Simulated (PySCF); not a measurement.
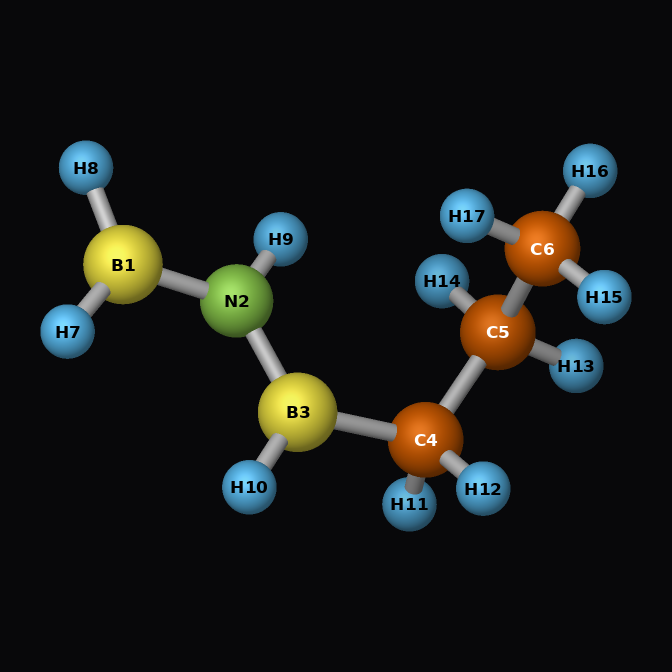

The computed structure is the end point of a GFN2-xTB optimisation. No frequency run is at hand to confirm it as a minimum. Level of theory: B3LYP/pcJ-1 indirect spin-spin coupling, non-relativistic, gas phase (PySCF 2.14.0). Isotopes: 11B, 13C, 1H, 15N.

Give the spin–spin coupling constants of these pairs, with the number of bonds between them: B1/N2, N2/H9, B3/C4, B1/H9, N2/H8, N2/H10, N2/H7, B3/H12, B1/C4, N2/H11, N2/C5, B3/H8, B3/H14, B3/H13.

| pair | bonds apart | J (Hz) |
| --- | --- | --- |
| B1, N2 | 1 | −23.2 |
| N2, H9 | 1 | −72.7 |
| B3, C4 | 1 | 53.0 |
| B1, H9 | 2 | −3.4 |
| N2, H8 | 2 | −1.9 |
| N2, H10 | 2 | −6.1 |
| N2, H7 | 2 | −3.9 |
| B3, H12 | 2 | −4.6 |
| B1, C4 | 3 | 3.7 |
| N2, H11 | 3 | −0.5 |
| N2, C5 | 3 | −1.3 |
| B3, H8 | 3 | 7.2 |
| B3, H14 | 3 | 2.5 |
| B3, H13 | 3 | 8.2 |

The geometry is semi-empirical. Around B such bond lengths and angles can be off by a tenth of an ångström or more and by several degrees, and values that hang on the shape move with them.
